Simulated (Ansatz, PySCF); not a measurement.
NH3 (SMILES N) and HCl (SMILES Cl) are pulled apart as rigid monomers along the line of their centres of mass, from the B3LYP-D3(BJ)/def2-TZVP minimum. Starting geometry (charge 0, multiplicity 1):
```xyz
6

N     -0.030     0.077     0.609
H     -0.520    -0.755     0.299
H     -0.465     0.882     0.173
H      0.928     0.020     0.285
Cl    -0.129     0.317     3.673
H     -0.086     0.212     2.335
```

Interaction energies with rigid monomers; basis-set methods are counterpoise corrected unless marked otherwise.

Frozen-core correlation. Rows in 6-31G* carry no dispersion term and start afresh at each structure (6-31G* with six Cartesian d functions).

Run with Ansatz (Gaussian basis) for Hartree–Fock, density functionals and correlated methods; PySCF for 6-31G* rows. Values without a source in brackets are computed.

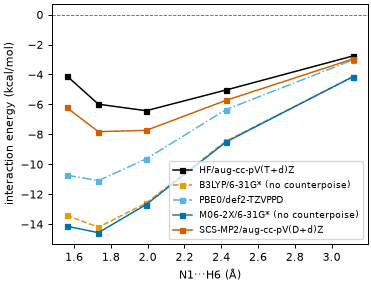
Interaction energy against separation

Which level binds most strongly at N1···H6 = 1.73, and by how much?

M06-2X/6-31G* (no counterpoise), -14.6 kcal/mol.

Ansatz is a quantum-chemistry and plane-wave program.
